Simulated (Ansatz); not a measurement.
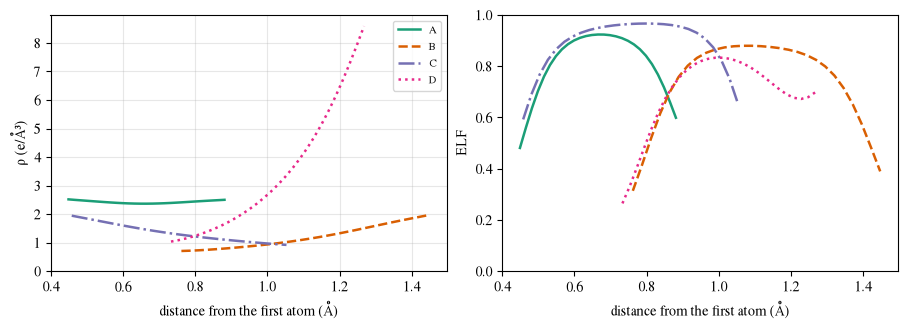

The picture shows: C2H3Cl2FSi. Total electron density and electron localisation function along straight lines between neighbouring atoms. The curves leave out the atomic cores.

Geometry: PBE0-D4/def2-TZVP.

Level of theory: RKS PBE0-D4/def2-TZVPP in Ansatz.

```xyz
9

C     1.2048   -0.9032    0.5449
C     0.5220    0.2376    0.5049
Si   -0.9531    0.4444   -0.5607
F    -1.2234   -0.9039   -1.3485
Cl   -0.6886    1.9207   -1.9309
Cl   -2.6138    0.8695    0.5293
H     2.0794   -1.0238    1.1769
H     0.9184   -1.7634   -0.0517
H     0.8427    1.0759    1.1188
```

Which curve belongs to which contact (C–C, C–Si, Si–Cl and Si–F)? The first atom named is at distance zero.

Curve A: C–C (1.33 Å): ρ at the midpoint is about 2.4 e/Å³; the ELF peaks at about 0.90 between the atoms; a short, multiple covalent bond. Curve B: Si–Cl (2.03 Å): ρ is about 0.96 e/Å³ halfway; the ELF peaks at about 0.90 between the atoms, as expected for a shared but strongly polarised pair. Curve C: C–Si (1.83 Å): ρ is about 1.1 e/Å³ halfway; the ELF peaks at about 0.95 between the atoms, as expected for a covalent bond. Curve D: Si–F (1.58 Å): the density is about 1.2 e/Å³ at the midpoint; the ELF peaks at about 0.85 in the valence shell of F, 0.6 Å from its nucleus, and is about 0.50 at the midpoint.
